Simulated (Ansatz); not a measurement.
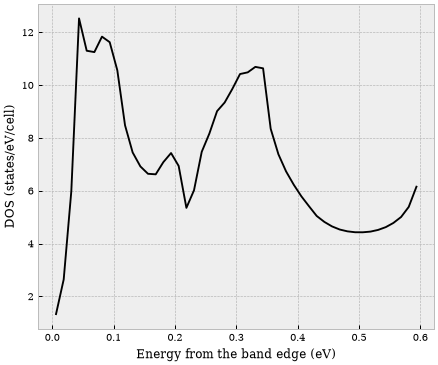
Density of states of SiO2 (P3_121) below the valence band maximum, PBEsol, rigid bands run with Ansatz (a program for electronic structure); cell volume 115.4 Å³.

Question: What effective density of states at 300 K does this give (∫ g(E) exp(−E/k_BT) dE, both spins, divided by the cell's size)?

Answer: 1.0e21 cm⁻³, a density-of-states mass of 12.0 mₑ, valleys and band degeneracy included.

Spin-orbit coupling is left out; where it splits the top of the valence band, N_v and the p-type Seebeck coefficient come out somewhat high without it. Geometry: cell and atoms relaxed with PBEsol.
